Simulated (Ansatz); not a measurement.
# Sc3TlB (Pm-3m): from the cell to its phonons, part 2 of 3

Aim: the vibrations of Sc3TlB (Pm-3m), their spectra, and whether the structure is stable.

Ansatz 0.2.0; DFT PBEsol, scalar-relativistic, plane waves, PAW; PAW set soft_1.

So far: The starting structure; Relaxation. The relaxed cell has a = 4.632 Å (conventional setting).

## 3. Relaxing to small forces for the phonons

Phonons need a cell at rest on their own settings, so the relaxation is repeated with tight tolerances on forces and stress, using the mesh and the filling of the phonon run that follows.

The input, input.yaml:

```yaml
crystal:
  lattice:
    - [4.6322525478, 0.0, 0.0]
    - [0.0, 4.6322525478, 0.0]
    - [0.0, 0.0, 4.6322525478]
  atoms:
    - { symbol: Sc, position: [0.0, 0.5, 0.5] }
    - { symbol: Sc, position: [0.5, 0.0, 0.5] }
    - { symbol: Sc, position: [0.5, 0.5, 0.0] }
    - { symbol: Tl, position: [0.0, 0.0, 0.0] }
    - { symbol: B, position: [0.5, 0.5, 0.5] }
kpoints:
  mp_grid: { grid: [8, 8, 8] }
hamiltonian:
  xc: pbesol
  pseudopotentials: { kind: paw, azcp: { folder: soft_1 }, xc_functional: pbe }
scf:
  occupations: { method: methfessel_paxton, width: 0.2 }
output:
  forces: true
  stress: true
  eigenvalues: true
  write_density: true
  write_potential: true
  elf: true
  volumetric_format: npy
relax:
  adjacent_minimum: "off"
  f_tol: 0.001
  max_steps: 60
  cell: { stress_tol: 0.01 }
```

Run with:

```sh
$ ansatz run input.yaml --threads 4 --pin off --max-ram 10240MiB --backend cpu --events-out ev --progress --plain --runs-dir out
```

Numbers of over 12 decimals in the logs are rounded to 6 here.

The log of the run:

```text
[...]
Crystal: 5 atoms, lattice volume = 99.398 Å³
Basis set: ecut = 420 eV, 1935 PW (Γ), exchange–correlation on 64×64×64 points (8 copies of the dense FFT grid, shifted against one another)
Bands: 30, of which v1, the nominal top of the filled ones, is band 25 counted from 1 (24 counted from 0)
Symmetry: 48 space group operations
[...]
k-points: 35 of 512
[...]
--- Relaxed structure (3 steps of the walk, 3 accepted, 1 SCFs on fresh bases) ---
[...]
cell:  # Å, volume = 99.4432 Å³
    - [4.632958, 0, 0]
    - [0, 4.632958, 0.0]
    - [0, 0.0, 4.632958]
  atoms:
    - { symbol: Sc, position: [0, 0.5, 0.5] }
    - { symbol: Sc, position: [0.5, 0, 0.5] }
    - { symbol: Sc, position: [0.5, 0.5, 0] }
    - { symbol: Tl, position: [0, 0, 0] }
    - { symbol: B, position: [0.5, 0.5, 0.5] }
[key lines of the parts left out:]
SCF converged after 7 iterations
Free energy (F): -17786.402760 eV
Fermi energy:    10.026104 eV
P = ⅓ Tr σ = -0.0001 GPa (-0.001 kbar)
```

Elapsed: 6.9 s, on 4 threads of Arm Neoverse V1, shared host; peak memory 0.41 GiB.

Little changed from the start: no atom moved by 0.005 Å and no cell edge by 0.1 %.

This step gave:

- pressure: -1.08e-4 GPa
- volume per atom: 19.89 Å³

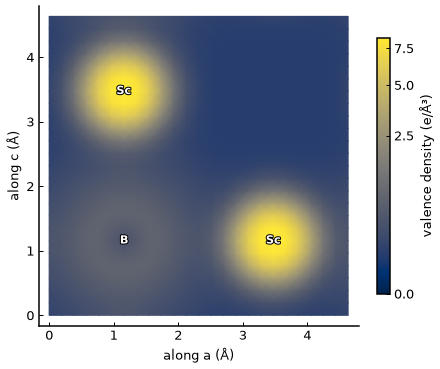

Valence density in the ac plane at fractional y = 0.500, with atoms of Sc and B within 0.2 Å of it. It is the smooth field of the valence electrons, not physical close to the nuclei. The map starts off the cell's origin, so that atoms lie inside it. The colour scale is stretched toward low values.

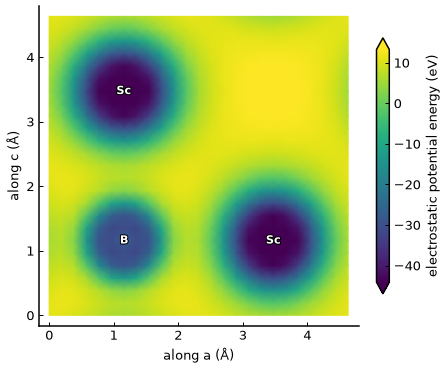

Electrostatic potential energy in the ac plane at fractional y = 0.500, with atoms of Sc and B within 0.2 Å of it. With pseudopotentials it is smooth inside the atoms' cores, unlike the true potential. The map starts off the cell's origin, so that atoms lie inside it.

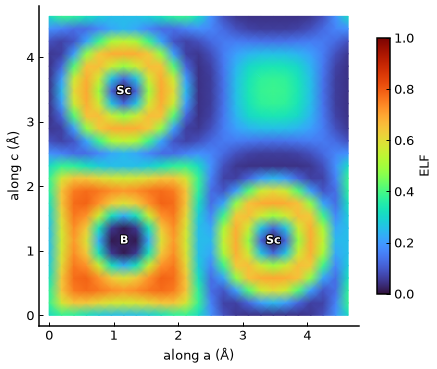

ELF in the ac plane at fractional y = 0.500, with atoms of Sc and B within 0.2 Å of it. It is the smooth field of the valence electrons, not physical close to the nuclei. The map starts off the cell's origin, so that atoms lie inside it.

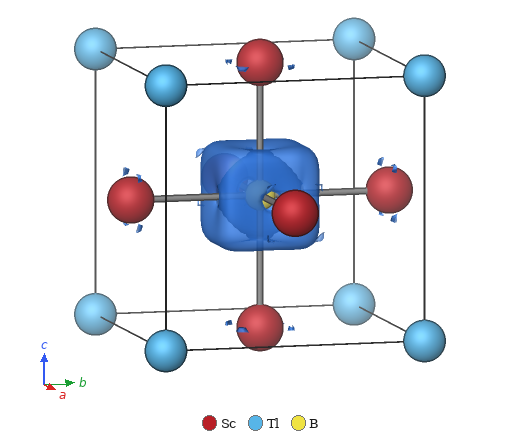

Surface of ELF = 0.73.

The forces vanish by symmetry and the pressure is 0.000 GPa, within the tolerances set. The cell now holds 19.89 Å³/atom.

## 4. Linear response at the zone centre

The zone centre comes first: it holds the modes that light can see, as far as symmetry allows. No field response is asked, since the mesh shows no gap.

input.yaml, the sections that differ from step 3:

```yaml
crystal:
  lattice:
    - [4.6329577095, 0.0, 0.0]
    - [0.0, 4.6329577095, 0.0]
    - [0.0, 0.0, 4.6329577095]
  atoms:
    - { symbol: Sc, position: [0.0, 0.5, 0.5] }
    - { symbol: Sc, position: [0.5, 0.0, 0.5] }
    - { symbol: Sc, position: [0.5, 0.5, 0.0] }
    - { symbol: Tl, position: [0.0, 0.0, 0.0] }
    - { symbol: B, position: [0.5, 0.5, 0.5] }
output:
  eigenvalues: true
phonons:
  method: dfpt
# kpoints, hamiltonian, scf: as in step 3
# relax: removed
```

The log of the run:

```text
zone centre: on kpoints.mp_grid the ground state, and the responses unless they are solved on pairs of k-points, stand on 125 of the mesh's 512 k-points, reduced under 8 symmetry operations, with k and −k counted as one. Each operation leaves every solved displacement unchanged or reverses it
[...]
Crystal: 5 atoms, lattice volume = 99.443 Å³
Basis set: ecut = 420 eV, 1935 PW (Γ), exchange–correlation on 64×64×64 points (8 copies of the dense FFT grid, shifted against one another)
Bands: 30, of which v1, the nominal top of the filled ones, is band 25 counted from 1 (24 counted from 0)
Symmetry: 48 space group operations
k-points: 125 of 512 (irreducible under 8 space group operations)
[...]
SCF iter   1: F=—  HF=-17790.439799 eV  |F-HF|=—  |Δ(HF+E_count)|=         —  Δρ=7.84e-2  dr2=1.63e1  ethr=3.10e-3  ⟨swp⟩=4.5  Hψ=14748  notcnv=0
[...]
SCF iter  11: F=-17786.402760 eV  HF=-17786.402760 eV  |F-HF|=7.28e-12  |Δ(HF+E_count)|=  2.55e-11  S|Δr|=    0.00e0  Δρ=7.85e-8  dr2=6.89e-12  ethr=1.00e-12  ⟨swp⟩=7.6  Hψ=18185  notcnv=0
SCF 1 converged in 11 iterations: F = -17786.402760 eV  dr2 = 6.89e-12
[...]
DFPT response loops at Γ: preconditioner auto → Kerker (q_TF=auto, 2.425 Å⁻¹) (partly filled bands, converged f_vac=0.000); β = 1.00, the filter's whole step (`scf.mixing.beta` (0.50) is not read by the response loops under this deck's `scf.mixing.preconditioner`; to damp them name `kerker` or `kerker_dos`, under which they read `scf.mixing.beta`, and type it under 1.00, their step now; both keys bind the ground state too); Broyden in place of MSR1
SCF converged after 11 iterations
[...]
Free energy (F): -17786.402760 eV
[...]
Internal energy: -17786.405062 eV  (E = F + TS)
E sigma→0 (E₀):  -17786.403335 eV
Entropy (-TS):   0.002303 eV (0.461 meV/atom)
Fermi energy:    10.026104 eV
[...]
--- Band table (eV; the first three rows and the last of 125) ---
  k-point 0: bands = [... 21 lower, 9.9116, 10.2162, 10.2162, 10.4368, 10.4368, 10.4368, 12.9447, 12.9447, ... 1 higher]
  k-point 1: bands = [... 21 lower, 9.8739, 10.3189, 10.3558, 10.3558, 10.4647, 10.5278, 12.3199, 12.8273, ... 1 higher]
  k-point 2: bands = [... 21 lower, 9.7990, 10.1609, 10.1609, 10.2145, 10.5375, 10.6080, 11.7362, 12.7236, ... 1 higher]
  k-point 124: bands = [... 21 lower, 7.5226, 9.3355, 9.3355, 9.3355, 11.9390, 11.9390, 11.9390, 12.0398, ... 1 higher]
--- Phonons (Γ-DFPT): 4 representative perturbations + reference, on 125 of 512 k-points (Σ response iterations 12) ---
  k mesh reduced under 8 symmetry operations, with k and −k counted as one. Each operation leaves every solved displacement unchanged or reverses it
  ASR residual: 2.176e-5 → 0.000e0 eV/Å²; symmetrization residual: 1.597e-6 eV/Å²
  ASR residual per site (eV/Å²): 1.47e-5 1.47e-5 1.47e-5 5.69e-6 2.18e-5
  Γ frequencies (cm⁻¹): 0.00 0.00 0.00 98.16 98.16 98.16 128.92 128.92 128.92 230.48 230.48 230.48 459.79 459.79 459.79
  non-analytic LO–TO correction: not included (Born effective charges unavailable; polar crystals: no LO–TO splitting at Γ)
```

Wall time 50 s (4 threads); peak memory 1.5 GiB.

In the SCF lines HF is the Harris–Foulkes energy and dr2 the Hartree energy of the density residual, in eV; the loop may stop once dr2 is under the threshold and the program's other checks hold. Hψ counts applications of the Hamiltonian.

Numbers from this step:

- sum-rule residual before enforcement: 2.18e-5 eV/Å²
- point group: m-3m
- highest optical mode at the zone centre (no LO-TO term): 459.8 cm⁻¹
- lowest optical zone-centre mode: 98.16 cm⁻¹

Patterns of degenerate modes are one choice out of their space. Modes at Γ, with each element's share of the kinetic energy:

| mode | frequency (cm⁻¹) | symmetry | Sc % | Tl % | B % |
| --- | --- | --- | --- | --- | --- |
| 1 | 0.0 | acoustic | 39 | 58 | 3 |
| 2 | 0.0 | acoustic | 39 | 58 | 3 |
| 3 | 0.0 | acoustic | 39 | 58 | 3 |
| 4 | 98.2 | T1u | 53 | 42 | 5 |
| 5 | 98.2 | T1u | 53 | 42 | 5 |
| 6 | 98.2 | T1u | 53 | 42 | 5 |
| 7 | 128.9 | T2u | 100 | 0 | 0 |
| 8 | 128.9 | T2u | 100 | 0 | 0 |
| 9 | 128.9 | T2u | 100 | 0 | 0 |
| 10 | 230.5 | T1u | 93 | 0 | 7 |
| 11 | 230.5 | T1u | 93 | 0 | 7 |
| 12 | 230.5 | T1u | 93 | 0 | 7 |
| 13 | 459.8 | T1u | 15 | 0 | 85 |
| 14 | 459.8 | T1u | 15 | 0 | 85 |
| 15 | 459.8 | T1u | 15 | 0 | 85 |

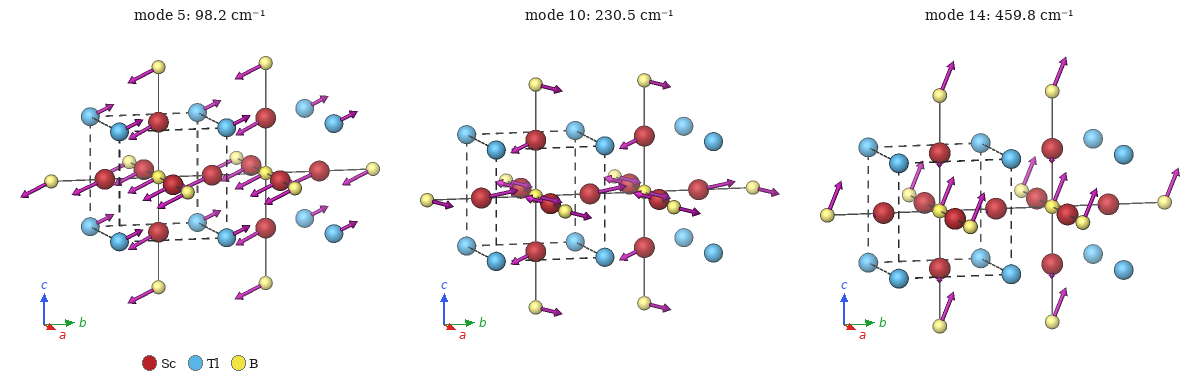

Displacement patterns of modes 5, 10 and 14 at Γ; arrows are exaggerated. 1×2×1 cells are drawn. Some periodic images of atoms are drawn too.

Before it was imposed, the acoustic sum rule was missed by 2.2e-5 eV/Å². Small misses are needed for a sound result but don't prove that mesh and cutoff are converged. The lowest optical mode is real, 98.2 cm⁻¹.

## 5. Response at finite wavevector

Stability and thermal properties need the whole zone. Linear response on a 4×4×4 q mesh gives force constants as far as a supercell of that size would.

input.yaml: that of step 4 with these lines changed.

```diff
@@ -22 +22,8 @@
   method: dfpt
+  qmesh: [4, 4, 4]
+  temperatures: { t_max: 1000, t_step: 50 }
+  qpath:
+    path:
+      - [[0.0, 0.0, 0.0], [0.0, 0.5, 0.0], [0.5, 0.5, 0.0], [0.0, 0.0, 0.0], [0.5, 0.5, 0.5], [0.0, 0.5, 0.0]]
+      - [[0.5, 0.5, 0.5], [0.5, 0.5, 0.0]]
+    npoints: 10
```

The log of the run:

```text
[...]
Crystal: 5 atoms, lattice volume = 99.443 Å³
Basis set: ecut = 420 eV, 1935 PW (Γ), exchange–correlation on 64×64×64 points (8 copies of the dense FFT grid, shifted against one another)
Bands: 30, of which v1, the nominal top of the filled ones, is band 25 counted from 1 (24 counted from 0)
Symmetry: 48 space group operations
k-points: 35 of 512
[...]
SCF iter   1: F=—  HF=-17790.439950 eV  |F-HF|=—  |Δ(HF+E_count)|=         —  Δρ=7.84e-2  dr2=1.63e1  ethr=3.10e-3  ⟨swp⟩=4.5  Hψ=4085  notcnv=0
[...]
SCF iter  11: F=-17786.402760 eV  HF=-17786.402760 eV  |F-HF|=3.64e-12  |Δ(HF+E_count)|=  1.09e-11  S|Δr|=    0.00e0  Δρ=7.76e-8  dr2=6.69e-12  ethr=1.00e-12  ⟨swp⟩=7.5  Hψ=5095  notcnv=0
SCF 1 converged in 11 iterations: F = -17786.402760 eV  dr2 = 6.69e-12
[...]
phonons: the bands overlap, so this run is a metal and interpolates without the dipole-dipole term. If the crystal is really an insulator or semiconductor, its LO-TO splitting is missing
NSCF: frozen V_eff on 35 k-points
[...]
DFPT response loops at q = (0, 0, 0) (fractional): preconditioner auto → Kerker (q_TF=auto, 2.425 Å⁻¹) (partly filled bands, converged f_vac=0.000); β = 1.00, the filter's whole step (`scf.mixing.beta` (0.50) is not read by the response loops under this deck's `scf.mixing.preconditioner`; to damp them name `kerker` or `kerker_dos`, under which they read `scf.mixing.beta`, and type it under 1.00, their step now; both keys bind the ground state too); Broyden in place of MSR1
[...]
SCF converged after 11 iterations
[...]
Free energy (F): -17786.402760 eV
[...]
Internal energy: -17786.405062 eV  (E = F + TS)
E sigma→0 (E₀):  -17786.403335 eV
Entropy (-TS):   0.002303 eV (0.461 meV/atom)
Fermi energy:    10.026104 eV
[...]
--- Band table (eV; the first three rows and the last of 35) ---
  k-point 0: bands = [... 21 lower, 9.9116, 10.2162, 10.2162, 10.4368, 10.4368, 10.4368, 12.9447, 12.9447, ... 1 higher]
  k-point 1: bands = [... 21 lower, 9.8739, 10.3189, 10.3558, 10.3558, 10.4647, 10.5278, 12.3199, 12.8273, ... 1 higher]
  k-point 2: bands = [... 21 lower, 9.7990, 10.1609, 10.1609, 10.2145, 10.5375, 10.6080, 11.7362, 12.7236, ... 1 higher]
  k-point 34: bands = [... 21 lower, 7.5226, 9.3355, 9.3355, 9.3355, 11.9390, 11.9390, 11.9390, 12.0398, ... 1 higher]
--- Phonons (Γ-DFPT): 4 representative perturbations + reference (Σ response iterations 12) ---
  ASR residual: 2.067e-5 → 0.000e0 eV/Å²; symmetrization residual: 1.816e-6 eV/Å²
  ASR residual per site (eV/Å²): 1.36e-5 1.36e-5 1.36e-5 6.96e-6 2.07e-5
[...]
--- Phonons (arbitrary-q DFPT): 10 irreducible q on the 4×4×4 mesh ---
  q = [0.0000, 0.0000, 0.0000] (star 1, of the zone-centre solve; hermiticity 3.60e-7, symmetrization 2.71e-12): -0.00 -0.00 0.00 98.16 98.16 98.16 128.92 128.92 128.92 230.48 230.48 230.48 459.79 459.79 459.79
  q = [0.0000, 0.0000, 0.2500] (star 6, 9 solved perturbations in 1560 linear systems a pass and spin channel, the states on 200 of 512 k-point pairs; hermiticity 4.00e-7, symmetrization 5.65e-13): 45.13 45.13 58.72 107.67 107.67 122.72 127.58 134.66 134.66 218.60 218.60 258.01 457.45 457.45 464.80
[...]
q = [0.0000, 0.2500, -0.5000] (star 12, 15 solved perturbations on 200 of 512 k-point pairs; hermiticity 5.19e-7, symmetrization 3.41e-8): 58.49 60.83 65.82 92.44 128.45 132.46 132.91 145.62 146.25 195.13 246.69 301.09 468.72 493.27 502.48
[...]
sum rule: each row above includes the acoustic sum rule's correction from the zone centre's row sums; it moved no ω² by more than (0.72 cm⁻¹)²
  mesh force constants: q→R imaginary residual 1.96e-19; ASR residual 2.067e-5 → 0.000e0 eV/Å²; symmetrization residual 2.487e-14 eV/Å²
  interpolated dispersion: 62 rows × 15 modes
  density of states and harmonic sums: on the 16×16×16 q-mesh, interpolated from the force constants of a 4×4×4 supercell (no non-analytic term)
  largest difference from the sums on the solved wave vectors: F 1.23e-2 eV, S 1.63e-5 and C_V 3.98e-6 eV/K
  zero-point energy: 0.196634 eV/cell   skipped modes (ω ≤ 0): 3   left out of the sums: 4.88e-5 of the cell's modes: C_V's classical limit lies that fraction below 3 k_B per atom; for a crystal, a wire or a layer, F and S can be off by more, and a phonons.interpolated_qmesh denser along its periods is the remedy for the sampling
```

The job ended after 20 min (4 threads; peak memory 3.7 GiB; 80 min of CPU time).

This step gave:

```
sum-rule residual before enforcement                       : 2.07e-5 eV/Å²
lowest frequency on the path                               : 0 cm⁻¹
highest frequency on the path or at a solved wavevector    : 521.1 cm⁻¹
mean frequency                                             : 211.5 cm⁻¹
Debye temperature (second moment)                          : 486 K
logarithmic mean frequency                                 : 162.2 cm⁻¹
lowest mode on the q mesh (acoustic modes at Γ apart)      : 45.13 cm⁻¹
zero-point energy per atom                                 : 39.33 meV
heat capacity at 300 K                                     : 22.24 J/(mol atoms K)
vibrational entropy at 300 K                               : 32.70 J/(mol atoms K)
edges of the widest gap between branches, on path and mesh : 342.5, 443.1 cm⁻¹
```

Frequencies (cm⁻¹) solved at each irreducible wavevector; negative means imaginary. Frequencies by wavevector, by row:

| q in reciprocal lattice units | star | mode 1 | mode 2 | mode 3 | mode 4 | mode 13 | mode 14 | mode 15 |
| --- | --- | --- | --- | --- | --- | --- | --- | --- |
| 0 0 0 | 1 | 0 | 0 | 0 | 98.2 | 459.8 | 459.8 | 459.8 |
| 0 0 0.25 | 6 | 45.1 | 45.1 | 58.7 | 107.7 | 457.4 | 457.4 | 464.8 |
| 0 0 -0.5 | 3 | 57.4 | 57.4 | 67.1 | 110.1 | 443.1 | 443.1 | 481.4 |
| 0 0.25 0.25 | 12 | 53.1 | 55.5 | 63.1 | 111 | 460.5 | 465.1 | 497.1 |
| 0 0.25 -0.5 | 12 | 58.5 | 60.8 | 65.8 | 92.4 | 468.7 | 493.3 | 502.5 |
| 0 -0.5 -0.5 | 3 | 62.7 | 63.8 | 65.3 | 65.3 | 495.4 | 520.5 | 520.5 |
| 0.25 0.25 0.25 | 8 | 57.1 | 57.1 | 65 | 106.1 | 478.6 | 500.1 | 500.1 |
| 0.25 0.25 -0.5 | 12 | 59.7 | 60.5 | 65 | 87.6 | 493.8 | 507.2 | 510.7 |
| 0.25 -0.5 -0.5 | 6 | 52.4 | 61.2 | 64.8 | 64.8 | 501.9 | 520.9 | 520.9 |
| -0.5 -0.5 -0.5 | 1 | 51.6 | 51.6 | 51.6 | 64.8 | 518 | 518 | 518 |

Interpolated from a 4×4×4 q mesh. Phonon branches along the path, in cm⁻¹:

| point | branch 1 | branch 2 | branch 3 | branch 4 | branch 12 | branch 13 | branch 14 | branch 15 |
| --- | --- | --- | --- | --- | --- | --- | --- | --- |
| Γ | 0 | 0 | 0 | 98 | 230 | 460 | 460 | 460 |
| X | 57 | 57 | 67 | 110 | 300 | 443 | 443 | 481 |
| M | 63 | 64 | 65 | 65 | 312 | 495 | 520 | 520 |
| Γ | 0 | 0 | 0 | 98 | 230 | 460 | 460 | 460 |
| R | 52 | 52 | 52 | 65 | 342 | 518 | 518 | 518 |
| X | 57 | 57 | 67 | 110 | 300 | 443 | 443 | 481 |
| jump to R | 52 | 52 | 52 | 65 | 342 | 518 | 518 | 518 |
| M | 63 | 64 | 65 | 65 | 312 | 495 | 520 | 520 |

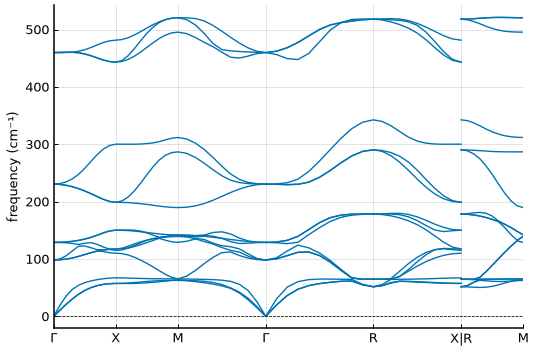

Phonon branches along the path.

The phonon density of states has structure finer than the step of the table below, so its rows give means over 25 cm⁻¹, whole bins alone (the curve runs from 2.5 to 522 cm⁻¹). Peaks (cm⁻¹: height): 62.5: 0.233, 117.5: 0.0949, 147.5: 0.102, 227.5: 0.0358, 517.5: 0.0716.

Tetrahedra on a 16×16×16 mesh, mean over bins of 5 cm-1. Interpolated from a 4×4×4 q mesh. Phonon density of states against wavenumber; means over each step:

| wavenumber (cm⁻¹) | phonon density of states (1/cm⁻¹/cell) |
| --- | --- |
| 25 | 0.00233 |
| 50 | 0.0824 |
| 75 | 0.0548 |
| 100 | 0.0466 |
| 125 | 0.0766 |
| 150 | 0.0696 |
| 175 | 0.0277 |
| 200 | 0.0182 |
| 225 | 0.0309 |
| 250 | 0.0217 |
| 275 | 0.0234 |
| 300 | 0.0214 |
| 325 | 0.00420 |
| 350 | 1.3e-4 |
| 375 | 0 |
| 400 | 0 |
| 425 | 0 |
| 450 | 0.0185 |
| 475 | 0.0368 |
| 500 | 0.0439 |

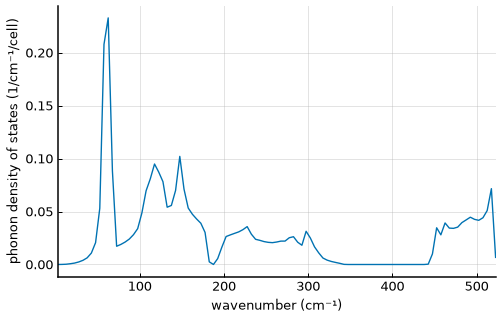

Phonon density of states, plotted against wavenumber.

(Part 2 of 3 ends here.)

[Logs are printed without paths, hosts, clocks, repeated set-up lines and the standing remarks that a program may print on its own settings, such as how far it seeks lower states.]

[Hosts, paths, dates, database ids (printed as entryN), source tags and the programs' standing remarks are cut or masked in the printed files.]
